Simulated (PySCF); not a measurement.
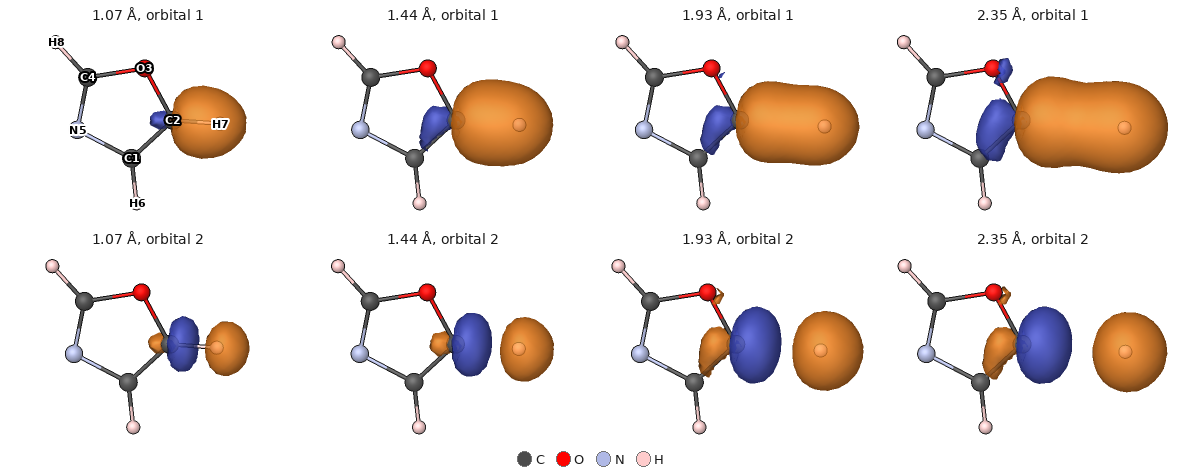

Figure. C3H3NO, SMILES `c1cocn1`. Rigid stretch of the C2–H7 bond. The two CASSCF(2,2) natural orbitals nearest half filling (orbital 1 the more occupied).

Method: def2-SVP basis; geometry: GFN2-xTB; program: PySCF. No frequency check shows the geometry to be a minimum.

> How do the occupations change along the stretch?

1.07 Å: 1.98 and 0.02; 1.44 Å: 1.95 and 0.05; 1.93 Å: 1.82 and 0.18; 2.35 Å: 1.60 and 0.40. At the longest distance computed (3.00 Å) they are 1.26 and 0.74, and the effective number of unpaired electrons is 1.7.

UHF's ⟨S²⟩ passes 1 along the scan (up to 1.31), so it also polarises electrons outside the stretched bond; its energy lowering isn't due to that bond alone.

> Where does the UHF solution part from RHF?

Between 1.44 Å (⟨S²⟩ = 0, the two coincide) and 1.66 Å (⟨S²⟩ = 0.31); at 3.00 Å ⟨S²⟩ is 1.31 and UHF lies 4.1 eV below RHF.

> How much energy does the stretch cost?

By CASSCF, 4.9 eV from the lowest point of the scan (1.07 Å) to 3.00 Å; RHF gives 8.5 eV from its own lowest point. The fragments aren't relaxed and dynamic correlation is missing, so this isn't a bond dissociation energy.
